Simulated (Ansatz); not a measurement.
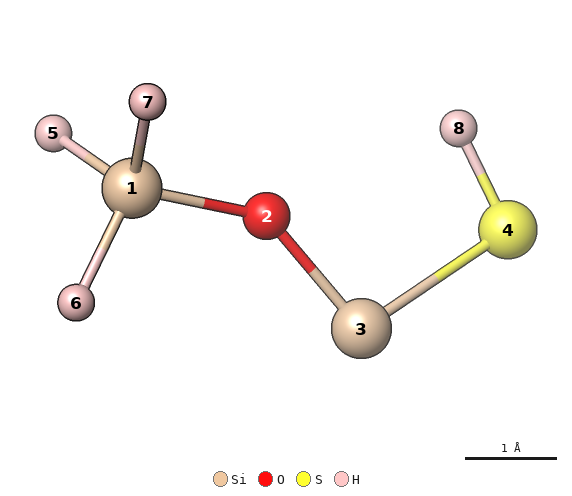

(Drawn from a calculation with Ansatz.)

Orthographic view. Atoms fade into the background with distance from the viewer. Geometry: moved along internal coordinates away from the minimum.

Give the geometry as a Z-matrix, atoms in numerical order, with these reference atoms: 2 to 1; 3 to 2, 1; 4 to 3, 2, 1; 5 to 1, 2, 3; 6 to 1, 5, 2; 7 to 1, 5, 6; 8 to 4, 3, 2.

```
Si 
O    1   1.648
Si   2   1.649   1   141.5
S    3   2.159   2   100.2   1   179.8
H    1   1.483   2   108.6   3  -119.9
H    1   1.486   5   109.8   2  -120.6
H    1   1.483   5   109.9   6  -120.8
H    4   1.243   3    95.5   2     0.0
```
